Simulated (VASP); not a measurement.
Band structure of BN (hex). These are PW91 GGA, VASP's PBE PAW potentials (set 64) (plane waves; VASP) values and carry that method's errors.

Without a dispersion term in the relaxation, distances and binding between the weakly bound layers, chains or molecules are unreliable, and so is what depends on them.

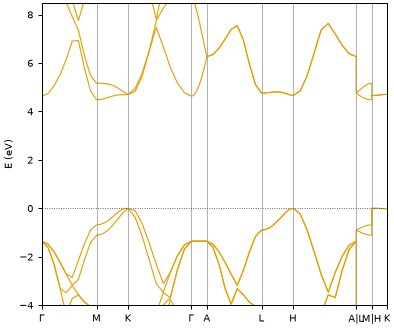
*Bands along high-symmetry lines, zero at the valence-band maximum or, without a gap, the Fermi level*

Problem. Read the plot: is there a gap, and where are the band edges?

Solution. The gap is indirect, 4.48 eV, from the valence maximum at M-K at 0.89 to the conduction minimum at M. (Edges off the drawn lines would not show.)

The compound is BN in the hex structure. It was relaxed first, which changed the volume by +16 %.
